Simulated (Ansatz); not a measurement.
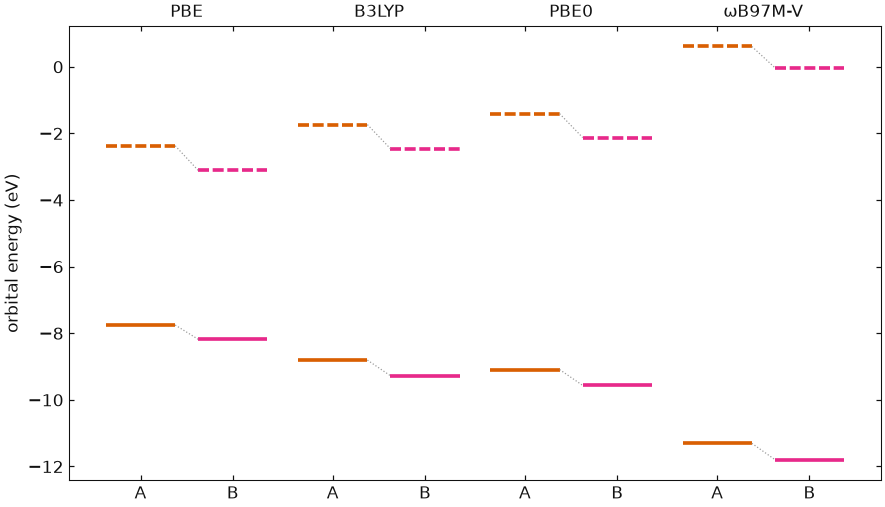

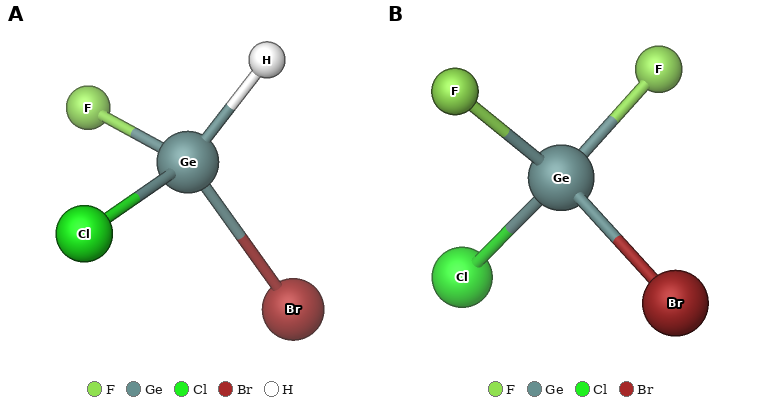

One change: A, GeHBrClF (SMILES [F][Ge@@H]([Cl])[Br]), becomes B, GeBrClF₂ (SMILES [F][Ge]([F])([Cl])[Br]). H on Ge is replaced by F. HOMO (solid) and LUMO (dashed) computed in def2-TZVPP at PBE0-D4/def2-TZVP geometries, both minima by their frequencies, gas phase, the Ansatz code 0.2.0. Empty levels above zero depend strongly on the basis.

What does the change do to HOMO and LUMO?

Answer. PBE: the HOMO falls by 0.43 eV, the LUMO falls by 0.74 eV, and the separation goes from 5.38 to 5.07 eV. B3LYP: the HOMO falls by 0.47 eV, the LUMO falls by 0.72 eV, and the separation goes from 7.07 to 6.82 eV. PBE0: the HOMO falls by 0.48 eV, the LUMO falls by 0.72 eV, and the separation goes from 7.68 to 7.44 eV. ωB97M-V: the HOMO falls by 0.49 eV, the LUMO falls by 0.64 eV, and the separation goes from 11.91 to 11.77 eV.

Do the functionals agree on the effect?

Answer. They agree on the direction for both levels; the HOMO shift lies between −0.49 and −0.43 eV and the LUMO shift between −0.74 and −0.64 eV, while the separations themselves differ by up to 6.7 eV between functionals.
